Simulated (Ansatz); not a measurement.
# C4H3FS: ionisation energy by level of theory

Aim: the vertical ionisation energy of C4H3FS, as cation minus neutral at the neutral's geometry, on several levels, and how well −ε(HOMO) stands in for it.

Program: Ansatz 0.2.0, Gaussian basis. Level of theory: unrestricted cation, the program's frozen cores in correlated methods. These are calculated values, not measurements.

Plan: UKS PBE-D4/def2-TZVPP; UKS r2SCAN-D4/def2-TZVPP; UKS PBE0-D4/def2-TZVPP; UKS B3LYP-D4/def2-TZVPP; UKS wB97X-V/def2-TZVPP; UKS wB97M-V/def2-TZVPP; UKS B2PLYP/def2-TZVPP; UHF-CCSD(T)/def2-TZVPP; UHF-MP2/def2-QZVPP; extrapolation to the limit; then −ε(HOMO) from the neutral's earlier runs with LDA (SPW92), PBE-D4, revPBE-D4, BLYP-D4, r2SCAN-D4, B97M-V, PBE0-D4, B3LYP-D4, r2SCANh-D4, r2SCAN0-D4, HSE06-D4, BHLYP-D4, CAM-B3LYP-D4, LC-ωPBE, ωB97X-V, ωB97M-V.

## 1. The relaxed structure

An earlier PBE0-D4 in a triple-zeta def2 set relaxation fixed the geometry.

SMILES `Fc1ccsc1`, 9 atoms, charge 0, spin multiplicity 1.

Atoms are counted from 1 here; the program's logs count them from 0.

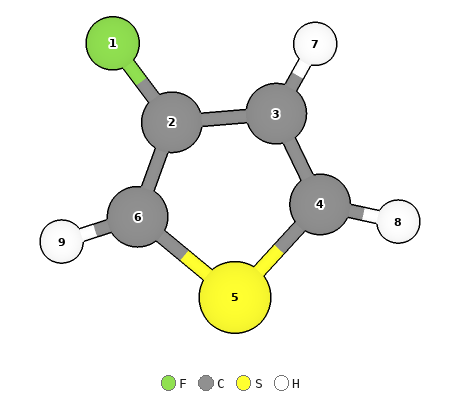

The geometry (fluorine green, carbon grey, sulfur yellow, hydrogen white); atoms are numbered from 1 in the order of the file.

## 2. Cation, UKS PBE-D4/def2-TZVPP

The input, in.yaml:

```yaml
crystal:
  periodic: [false, false, false]
  atoms:
    - {symbol: F, position_ang: [0.990819, 0.484913, 1.974272]}
    - {symbol: C, position_ang: [0.335929, 0.295018, 0.829570]}
    - {symbol: C, position_ang: [0.665363, -0.756746, -0.053454]}
    - {symbol: C, position_ang: [-0.143932, -0.740779, -1.149167]}
    - {symbol: S, position_ang: [-1.274134, 0.533534, -1.088265]}
    - {symbol: C, position_ang: [-0.691352, 1.084622, 0.416633]}
    - {symbol: H, position_ang: [1.455564, -1.471533, 0.127577]}
    - {symbol: H, position_ang: [-0.133638, -1.414619, -1.991682]}
    - {symbol: H, position_ang: [-1.116219, 1.939288, 0.917316]}
basis:
  gaussian: {orbitals: def2-TZVPP}
total_charge: 1
magnetization: {spin_polarized: true, initial_magnetization: 1}
hamiltonian: {xc: pbe, dispersion: d4}
```

Launch:

```console
$ ansatz run in.yaml --threads 2 --pin off --events-out ev --progress --plain --max-ram 31744MiB --backend cpu
```

The runs that follow: Cation, UKS r2SCAN-D4/def2-TZVPP; Cation, UKS PBE0-D4/def2-TZVPP; Cation, UKS B3LYP-D4/def2-TZVPP; Cation, UKS wB97X-V/def2-TZVPP; Cation, UKS wB97M-V/def2-TZVPP; Cation, UKS B2PLYP (frozen core)/def2-TZVPP; Cation, UHF-CCSD(T)/def2-TZVPP; Cation, UHF-MP2/def2-QZVPP.

**Question.** What will the summary of the whole plan be? Wanted: ionisation energy, CCSD(T)/CBS; nearest functional by difference; nearest −ε(HOMO); −ε(HOMO) of PBE; T1 of the cation.

**Answer**, as computed:

```
                        quantity               value
  ionisation energy, CCSD(T)/CBS             9.29 eV
nearest functional by difference   B2PLYP (-0.20 eV)
                nearest −ε(HOMO)  ωB97X-V (-0.11 eV)
                 −ε(HOMO) of PBE             5.86 eV
                T1 of the cation               0.034
```

In words: By cation minus neutral, the functionals miss by 0.35 eV at most. The PBE orbital energy is 3.4 eV too small: a semilocal HOMO is no ionisation energy. Among orbital estimates ωB97X-V comes nearest. Hartree-Fock falls 1.41 eV short, as the neutral has more correlation energy than the cation. The cation's T1 (from the report) is 0.034, near the customary mark of 0.045 for open shells, so the coupled-cluster value is less safe. The cation may have settled in a state other than its lowest; no search over hole states beyond the program's own was made.
